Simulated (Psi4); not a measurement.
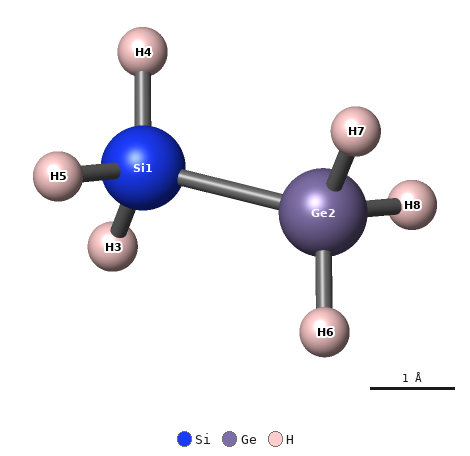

Figure 1. The structure as given in the input (ball-and-stick view, seen at a tilt; atoms are numbered from 1 in the order of the input). Sticks mark near contacts. Bond lengths as drawn: Ge–H 1.54 Å, Ge–Si 2.38 Å and H–Si 1.49 Å.

# GeSiH₆: property calculation

- system: GeSiH₆, SMILES [SiH3][GeH3]
- method: CAM-B3LYP/cc-pV(T+d)Z, RKS (Psi4 1.11)

The geometry comes from this level: PBE0-D4/def2-TZVP.

### The input (calc.py)
```python
import psi4

psi4.set_memory(1600000000)
psi4.set_num_threads(1)
psi4.set_output_file('geh6si.out', False)

geom = psi4.geometry("""
Si    -0.97642149     0.73037915    -1.90900133
Ge     1.00098793    -0.74417415     1.84701831
H     -3.58084203     1.61987323    -1.34340630
H     -1.11645019    -1.33868199    -3.80458561
H      0.49284057     2.86199022    -2.99975125
H      1.16992944     1.38630309     3.81611294
H      3.69309177    -1.68280111     1.28331301
H     -0.50890325    -2.94079180     3.00485351
units au
symmetry c1
""")

psi4.set_options({
    'basis': 'cc-pV(T+d)Z',
    'puream': True,
    'scf_type': 'df',
    'dft_radial_points': 99,
    'dft_spherical_points': 590,
    'df_basis_scf': 'def2-universal-jkfit',
})

e_tot, wfn = psi4.energy("cam-b3lyp", return_wfn=True)
psi4.oeprop(wfn, "DIPOLE", "QUADRUPOLE", "MULLIKEN_CHARGES", "LOWDIN_CHARGES", title="CAM-B3LYP")
print('E =', round(e_tot, 9))
```

Run on 1 thread of Intel Xeon @ 2.50GHz (Skylake/Cascade Lake), 16 GiB of memory available, shared host.

Run as:
```bash
python calc.py
```

### Log
```
Psi4 1.11 release

   => Loading Basis Set <=

    Name: CC-PV(T+D)Z
    Role: ORBITAL
    Keyword: BASIS

         ---------------------------------------------------------
                                   SCF
                              RKS Reference
                        1 Threads,   1525 MiB Core
         ---------------------------------------------------------

  ==> Geometry <==

    Molecular point group: c1
    Full point group: C1

    Geometry (in Bohr), charge = 0, multiplicity = 1:

       Center              X                  Y                   Z               Mass
    ------------   -----------------  -----------------  -----------------  -----------------
         SI          -1.410232673782     1.051573212390    -2.678670449589    27.976926534650
         GE           0.567176746218    -0.422980087610     1.077349190411    73.921177761000
         H           -4.014653213782     1.941067292390    -2.113075419589     1.007825032230
         H           -1.550261373782    -1.017487927610    -4.574254729589     1.007825032230
         H            0.059029386218     3.183184282390    -3.769420369589     1.007825032230
         H            0.736118256218     1.707497152390     3.046443820411     1.007825032230
         H            3.259280586218    -1.361607047610     0.513643890411     1.007825032230
         H           -0.942714433782    -2.619597737610     2.235184390411     1.007825032230

  Running in c1 symmetry.

  Rotational constants: A =      1.38641  B =      0.12026  C =      0.12026 [cm^-1]
  Rotational constants: A =  41563.56093  B =   3605.40305  C =   3605.39898 [MHz]
  Nuclear repulsion =  172.848354235310609

  Charge       = 0
  Multiplicity = 1
  Electrons    = 52
  Nalpha       = 26
  Nbeta        = 26

  ==> Algorithm <==

  SCF Algorithm Type is DF.
  DIIS enabled.
  MOM disabled.
  Fractional occupation disabled.
  Guess Type is SAD.
  Energy threshold   = 1.00e-06
  Density threshold  = 1.00e-06
  Integral threshold = 1.00e-12

  ==> Primary Basis <==

  Basis Set: CC-PV(T+D)Z
    Blend: CC-PV(T+D)Z
    Number of shells: 64
    Number of basis functions: 166
    Number of Cartesian functions: 184
    Spherical Harmonics?: true
    Max angular momentum: 3

  ==> DFT Potential <==

   => LibXC <=

    Version 7.1.2

   => Composite Functional: CAM-B3LYP <=

    CAM-B3LYP Hyb-GGA Exchange-Correlation Functional

    Deriv               =              1
    GGA                 =           TRUE
    Meta                =          FALSE

    Exchange Hybrid     =           TRUE
    MP2 Hybrid          =          FALSE

   => Exchange Functionals <=

    0.3500         Becke 88 [omega = 0.3300]
    0.4600   Short-range recipe for B88 functional - erf [omega = 0.3300]

   => Exact (HF) Exchange <=

    0.4600            HF,LR [omega = 0.3300]
    0.1900               HF

   => Correlation Functionals <=

    0.1900   Vosko, Wilk & Nusair (VWN5)
    0.8100   Lee, Yang & Parr

   => LibXC Density Thresholds  <==

    XC_HYB_GGA_XC_CAM_B3LYP:  1.00E-14

   => Molecular Quadrature <=

    Radial Scheme          =       TREUTLER
    Pruning Scheme         =           NONE
    Nuclear Scheme         =       TREUTLER

    Blocking Scheme        =         OCTREE
    BS radius alpha        =              1
    Pruning alpha          =              1
    Radial Points          =             99
    Spherical Points       =            590
    Total Points           =         444541
    Total Blocks           =           3196
    Max Points             =            256
    Max Functions          =            166
    Weights Tolerance      =       1.00E-15

   => Loading Basis Set <=

    Name: DEF2-UNIVERSAL-JKFIT
    Role: JKFIT
    Keyword: DF_BASIS_SCF

  ==> Integral Setup <==

  DFHelper Memory: AOs need 0.310 GiB; user supplied 0.310 GiB.
  SCF_SUBTYPE=INCORE selected. In-core MEM_DF algorithm will be used.
  Using in-core AOs.

  ==> MemDFJK: Density-Fitted J/K Matrices <==

    J tasked:                   Yes
    K tasked:                   Yes
    wK tasked:                  Yes
    Omega:                3.300E-01
    Memory [MiB]:               317
    Algorithm:                 Core
    Schwarz Cutoff:           1E-12
    Mask sparsity (%):       2.6492
    Fitting Condition:        1E-10

   => Auxiliary Basis Set <=

  Basis Set: DEF2-UNIVERSAL-JKFIT
    Blend: DEF2-UNIVERSAL-JKFIT
    Number of shells: 134
    Number of basis functions: 502
    Number of Cartesian functions: 646
    Spherical Harmonics?: true
    Max angular momentum: 5

  Cached 33.4% of DFT collocation blocks in 0.557 [GiB].

  Minimum eigenvalue in the overlap matrix is 1.6918523354E-03.
  Reciprocal condition number of the overlap matrix is 3.0396472872E-04.
    Using symmetric orthogonalization.

  ==> Pre-Iterations <==

  SCF Guess: Superposition of Atomic Densities via on-the-fly atomic UHF (no occupation information).

   -------------------------
    Irrep   Nso     Nmo
   -------------------------
     A        166     166
   -------------------------
    Total     166     166
   -------------------------

  ==> Iterations <==

                           Total Energy        Delta E     RMS |[F,P]|

   @DF-RKS iter SAD: -2366.68902785769296   -2.36669e+03   0.00000e+00
   @DF-RKS iter   1: -2368.86303476119610   -2.17401e+00   1.37188e-02 DIIS/ADIIS
   @DF-RKS iter   2: -2367.21069579514506    1.65234e+00   2.58122e-02 DIIS/ADIIS
   @DF-RKS iter   3: -2370.24429178244372   -3.03360e+00   1.42750e-03 DIIS/ADIIS
   @DF-RKS iter   4: -2370.26232084805542   -1.80291e-02   1.78365e-04 DIIS/ADIIS
   @DF-RKS iter   5: -2370.26286337127112   -5.42523e-04   3.93817e-05 DIIS
   @DF-RKS iter   6: -2370.26289018109446   -2.68098e-05   6.85031e-06 DIIS
   @DF-RKS iter   7: -2370.26289152994332   -1.34885e-06   1.99348e-06 DIIS
   @DF-RKS iter   8: -2370.26289161481918   -8.48759e-08   3.64860e-07 DIIS
  Energy and wave function converged.

  ==> Post-Iterations <==

   Electrons on quadrature grid:
      Ntotal   =   51.9999996381 ; deviation = -3.619e-07

    Orbital Energies [Eh]
    ---------------------

    Doubly Occupied:

       1A   -398.811226     2A    -66.208359     3A    -49.850184
       4A    -44.372260     5A    -44.372107     6A    -44.372107
       7A     -6.287011     8A     -5.355228     9A     -4.459013
      10A     -4.459013    11A     -4.458987    12A     -3.714026
      13A     -3.713630    14A     -3.713629    15A     -1.284337
      16A     -1.284335    17A     -1.283047    18A     -1.281546
      19A     -1.281545    20A     -0.659299    21A     -0.588885
      22A     -0.426968    23A     -0.426946    24A     -0.397390
      25A     -0.397367    26A     -0.351264

    Virtual:

      27A      0.050016    28A      0.057787    29A      0.057803
      30A      0.070904    31A      0.094552    32A      0.094599
      33A      0.113786    34A      0.175111    35A      0.193830
      36A      0.193830    37A      0.237213    38A      0.237235
      39A      0.246821    40A      0.246868    41A      0.248762
      42A      0.300513    43A      0.359790    44A      0.359833
      45A      0.366497    46A      0.366549    47A      0.395997
      48A      0.412314    49A      0.412409    50A      0.413532
      51A      0.451393    52A      0.527093    53A      0.527153
      54A      0.558571    55A      0.677303    56A      0.696969
      57A      0.705494    58A      0.705529    59A      0.716762
      60A      0.811763    61A      0.811900    62A      0.829122
      63A      0.829198    64A      0.867351    65A      0.906931
      66A      0.950517    67A      0.950557    68A      1.019450
      69A      1.019513    70A      1.051472    71A      1.051517
      72A      1.059368    73A      1.147703    74A      1.147776
      75A      1.198338    76A      1.198544    77A      1.199663
      78A      1.231361    79A      1.231481    80A      1.246437
      81A      1.317251    82A      1.325091    83A      1.325148
      84A      1.341174    85A      1.400929    86A      1.401508
      87A      1.401511    88A      1.437746    89A      1.464521
      90A      1.475659    91A      1.475730    92A      1.531746
      93A      1.531875    94A      1.533359    95A      1.587012
      96A      1.587054    97A      1.636443    98A      1.684269
      99A      1.684329   100A      1.866856   101A      1.866907
     102A      1.871274   103A      2.370611   104A      2.377136
     105A      2.377177   106A      2.577940   107A      2.770442
     108A      2.770586   109A      2.908964   110A      2.939001
     111A      2.939098   112A      3.214854   113A      3.218035
     114A      3.251870   115A      3.251887   116A      3.277997
     117A      3.278033   118A      3.345558   119A      3.371180
     120A      3.371203   121A      3.418541   122A      3.418577
     123A      3.423550   124A      3.472220   125A      3.537793
     126A      3.537808   127A      3.566751   128A      3.593204
     129A      3.593292   130A      3.617162   131A      3.666613
     132A      3.666807   133A      3.672965   134A      3.681052
     135A      3.726959   136A      3.733488   137A      3.733736
     138A      3.825577   139A      3.825727   140A      3.901285
     141A      3.901318   142A      3.911891   143A      3.965747
     144A      3.981787   145A      3.981835   146A      4.027396
     147A      4.033264   148A      4.117497   149A      4.133630
     150A      4.133837   151A      4.160315   152A      4.193465
     153A      4.193574   154A      4.262560   155A      4.262592
     156A      4.587482   157A      4.587699   158A      4.717275
     159A      4.717381   160A      4.745834   161A      4.745914
     162A      4.758918   163A      4.967803   164A      5.626461
     165A      5.626638   166A      5.636516

    Final Occupation by Irrep:
              A
    DOCC [    26 ]
    NA   [    26 ]
    NB   [    26 ]

  @DF-RKS Final Energy: -2370.26289161481918

   => Energetics <=

    Nuclear Repulsion Energy =            172.8483542353106088
    One-Electron Energy =               -3644.0370168226554597
    Two-Electron Energy =                1180.0289868573258900
    DFT Exchange-Correlation Energy =     -79.1032158848000932
    Empirical Dispersion Energy =           0.0000000000000000
    VV10 Nonlocal Energy =                  0.0000000000000000
    Total Energy =                      -2370.2628916148191820

Computation Completed

Properties will be evaluated at   0.000000,   0.000000,   0.000000 [a0]

Properties computed using the SCF density matrix

 Multipole Moments:

 ------------------------------------------------------------------------------------
     Multipole            Electronic (a.u.)      Nuclear  (a.u.)        Total (a.u.)
 ------------------------------------------------------------------------------------

 L = 1.  Multiply by 2.5417464519 to convert [e a0] to [Debye]
 Dipole X            :          4.0280486           -4.0468023           -0.0187538
 Dipole Y            :         -3.0061000            3.0197182            0.0136182
 Dipole Z            :          7.6522118           -7.6876906           -0.0354788
 Magnitude           :                                                    0.0423781

 ------------------------------------------------------------------------------------

	total time  =         47 seconds =       0.78 minutes

Properties will be evaluated at   0.000000,   0.000000,   0.000000 [a0]

Properties computed using the CAM-B3LYP density matrix

 Multipole Moments:

 ------------------------------------------------------------------------------------
     Multipole            Electronic (a.u.)      Nuclear  (a.u.)        Total (a.u.)
 ------------------------------------------------------------------------------------

 L = 1.  Multiply by 2.5417464519 to convert [e a0] to [Debye]
 Dipole X            :          4.0280486           -4.0468023           -0.0187538
 Dipole Y            :         -3.0061000            3.0197182            0.0136182
 Dipole Z            :          7.6522118           -7.6876906           -0.0354788
 Magnitude           :                                                    0.0423781

 L = 2.  Multiply by 1.3450342976 to convert [e a0^2] to [Debye ang]
 Quadrupole XX       :        -95.4423061           68.7143752          -26.7279309
 Quadrupole XY       :         35.2738323          -35.1772691            0.0965632
 Quadrupole XZ       :        -89.8452317           89.6007581           -0.2444736
 Quadrupole YY       :        -74.4434876           47.7739747          -26.6695129
 Quadrupole YZ       :         66.9984982          -66.8167687            0.1817295
 Quadrupole ZZ       :       -218.7940733          191.7337794          -27.0602938
 Traceless XX        :         34.1176496          -34.0263346            0.0913150
 Traceless YY        :         55.1164680          -54.9667351            0.1497330
 Traceless ZZ        :        -89.2341176           88.9930696           -0.2410480

 ------------------------------------------------------------------------------------
  Mulliken Charges: (a.u.)
   Center  Symbol    Alpha    Beta     Spin     Total
       1    SI     6.93709  6.93709  0.00000  0.12581
       2    GE    15.90478 15.90478  0.00000  0.19045
       3     H     0.52263  0.52263  0.00000 -0.04525
       4     H     0.52261  0.52261  0.00000 -0.04522
       5     H     0.52260  0.52260  0.00000 -0.04520
       6     H     0.53009  0.53009  0.00000 -0.06019
       7     H     0.53011  0.53011  0.00000 -0.06022
       8     H     0.53009  0.53009  0.00000 -0.06017

   Total alpha = 26.00000, Total beta = 26.00000, Total charge = -0.00000

  Lowdin Charges: (a.u.)
   Center  Symbol    Alpha    Beta     Spin     Total
       1    SI     6.82255  6.82255  0.00000  0.35489
       2    GE    15.87133 15.87133  0.00000  0.25733
       3     H     0.55510  0.55510  0.00000 -0.11021
       4     H     0.55511  0.55511  0.00000 -0.11022
       5     H     0.55511  0.55511  0.00000 -0.11022
       6     H     0.54693  0.54693  0.00000 -0.09386
       7     H     0.54692  0.54692  0.00000 -0.09385
       8     H     0.54693  0.54693  0.00000 -0.09387

  Total alpha = 26.00000, Total beta = 26.00000, Total charge = -0.00000
```

### Standard output
```
E = -2370.262891615
```

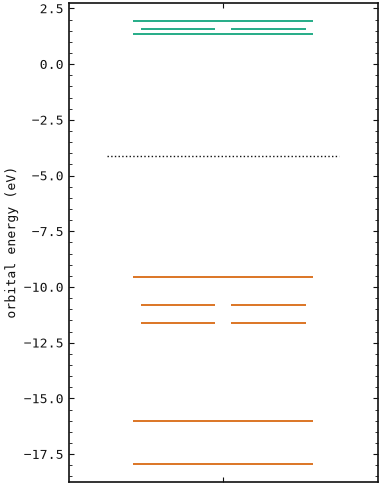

Figure 2. Orbital energies near the frontier; the dotted line parts filled from empty levels, and levels within 0.02 eV of each other stand side by side. Highest filled −9.56 eV, lowest empty 1.36 eV, 10.92 eV apart.

### Key numbers

- outcome: converged
- total energy: −2370.262892 hartree
- basis functions: 166
- HOMO: −9.56 eV
- LUMO: 1.36 eV
- dipole moment: 0.11 D
- wall time: 49 s
- peak memory: 1.5 GiB
